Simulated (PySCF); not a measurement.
SMILES Cl[SiH](Cl)Cl at its PBE0/def2-SVP optimised geometry (Å):

```
5

Si    -0.6849    -0.6150     0.0000
Cl    -1.3601     1.3153     0.0000
Cl     1.3601    -0.6150     0.0000
Cl    -1.3595    -1.5656    -1.6802
H     -1.1818    -1.3153     1.2006
```

Computed with PBE0/def2-TZVP in PySCF. Cells within 0.4 Å of a nucleus heavier than hydrogen are left out (blank, or x).

Map of the log10 of the electron density (e/bohr³), floored at −4 on the plane z = 0.0 Å:

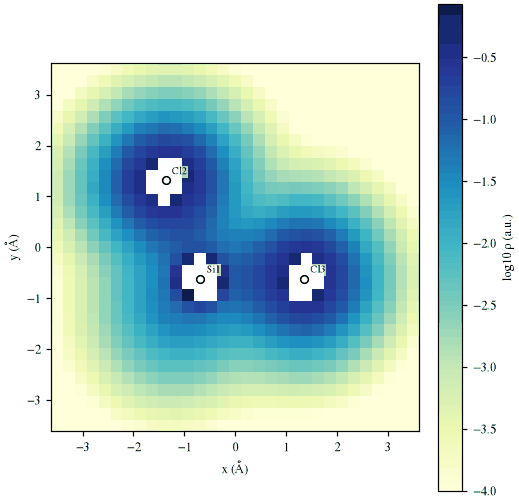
Figure: Log10 of the electron density (e/bohr³), floored at −4 on the plane z = 0.0 Å.
